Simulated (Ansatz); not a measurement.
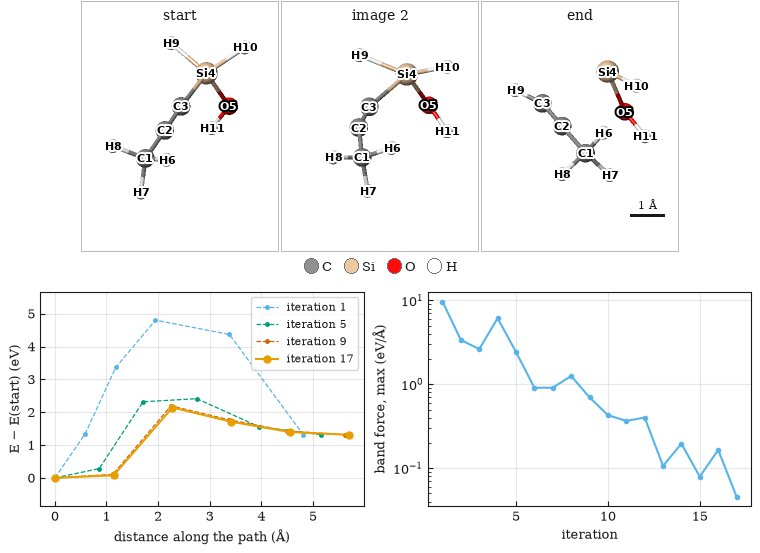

NEB run on C3H6OSi. Images are numbered from 0 (start) to 5 (end). The plot follows the band through its iterations. The picture is a ball-and-stick view, seen from a free direction.

Theory: Ansatz 0.2.0, RKS B3LYP-D4/6-31G. Settings: 4 movable images; no climbing image; force threshold 0.05 eV/Å; iteration limit 60; starting path through a guess of the saddle point.

### Did the band converge, and can the barrier be trusted?

The run is converged, with reservations. The band converged in 17 iterations. The largest component of the band force went from 9.7 to 0.046 eV/Å. No image climbed, so the highest image needn't lie on the saddle point, and the true maximum along this path can be higher. The first iteration put the highest image at 4.80 eV. Forward barrier 2.14 eV, backward barrier 0.83 eV, with image 2 at the top; the reaction energy is +1.31 eV.

Limits of the set-up: the basis has no polarisation functions, which atoms past neon need.

Cost: 3.3 min on 1 thread of Arm Neoverse V2, with other jobs on the host, peak memory 0.14 GiB.
